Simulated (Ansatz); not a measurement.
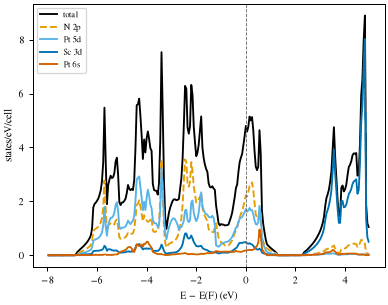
Figure. Total and projected density of states of ScPtN₂ in space group R-3m (No. 166; Sc on 3b, Pt on 3a, N on 6c), plane-wave PAW PBE (Ansatz code)

Q: Which orbitals carry the states next to the Fermi level?

A: Within 0.5 eV of the Fermi level: N 2p 46 %, Pt 5d 36 %, Sc 3d 10 %, Pt 6s 5 %. Projections are on Löwdin-orthogonalised atomic valence shells; empty p or d shells of many metals are not among them.

Q: Where is the tallest occupied peak in this window, and what makes it?

A: Near -3.4 eV, about 7.5 states/eV per cell; the largest projected share is N 2p.

The start of the workflow was typed in or built on a structure type; neither database checked (COD, Materials Project) lists it. Whether it is the stable phase at ambient conditions was not checked. The cell was relaxed with PBE under the symmetry of its start; its stability against distortions is not shown here. No spin polarisation was allowed. With an odd number of electrons in the cell and no spin polarisation, the count alone makes it a metal. Spin–orbit coupling is left out wherever it is not named.

Potentials: the earlier of the program's two PAW sets.
